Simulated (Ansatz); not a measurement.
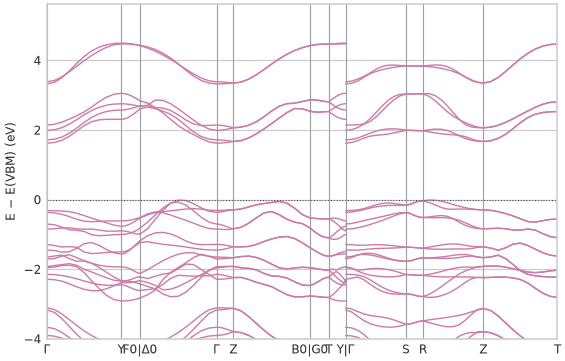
Band structure from plane-wave PAW r²SCAN+D4 (Ansatz code)

The gap is 1.62 eV; an edge lies off the plotted path or next to a special point (maximum off the standard path, minimum at Γ).

The material is SeBr in space group Aea2 (No. 41; Br on 8b, Se on 8b).

The workflow started from an entry of the Crystallography Open Database (COD), which files this formula under 2 space groups. Its standing as an ambient phase is unchecked. The cell was relaxed with r²SCAN+D4 under the symmetry of its start; its stability against distortions is not shown here. Spin–orbit coupling is left out wherever it is not named.

Potentials: the later of the program's two PAW sets.
